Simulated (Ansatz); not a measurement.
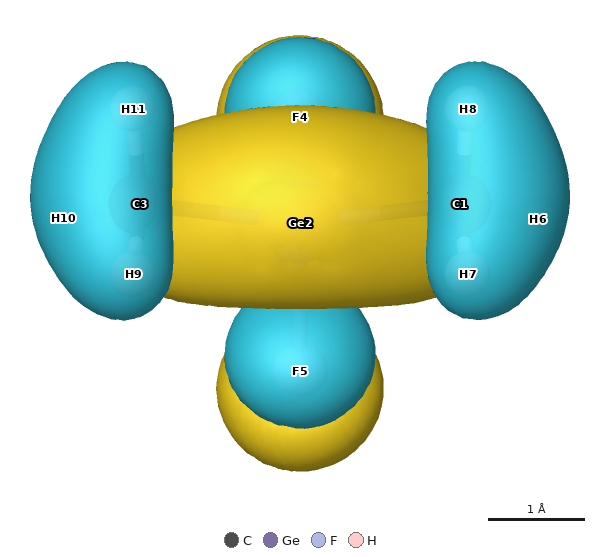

Figure 1: C$_{2}$H$_{6}$F$_{2}$Ge. The HOMO−1 at ±0.08 Å⁻³ᐟ² (yellow and cyan are the two phases), seen from one side.

Geometry: PBE0-D4/def2-TZVP.

These are results of RKS PBE0-D4/def2-TZVPP in Ansatz, not measurements.

Input

```
crystal:
  periodic: [false, false, false]
  atoms:
    - {symbol: C, position_ang: [-1.558314, 0.465037, 0.527930]}
    - {symbol: Ge, position_ang: [0.155810, 0.441357, -0.350251]}
    - {symbol: C, position_ang: [1.388463, -1.016899, -0.097182]}
    - {symbol: F, position_ang: [-0.124615, 0.603496, -2.056386]}
    - {symbol: F, position_ang: [0.983222, 1.909020, 0.070675]}
    - {symbol: H, position_ang: [-2.088204, 1.374972, 0.246107]}
    - {symbol: H, position_ang: [-1.427396, 0.448689, 1.610484]}
    - {symbol: H, position_ang: [-2.148774, -0.400438, 0.225209]}
    - {symbol: H, position_ang: [1.660137, -1.102259, 0.955547]}
    - {symbol: H, position_ang: [2.287429, -0.826699, -0.683588]}
    - {symbol: H, position_ang: [0.937640, -1.953178, -0.428044]}
basis:
  gaussian: {orbitals: def2-TZVPP}
hamiltonian: {xc: pbe0, dispersion: d4}
output: {orbitals: {seedname: orbitals}}
```

Run with:

```sh
ansatz run in.yaml --threads 4 --pin off --events-out ev --progress --plain --max-ram 10444MiB
```

**Describe this orbital and give its energy.**

By Hirshfeld shares it lies mainly on F4 (about 25 %), F5 (about 25 %), Ge2 (about 15 %), C1 (about 15 %) and C3 (about 15 %). Its energy is −10.43 eV.
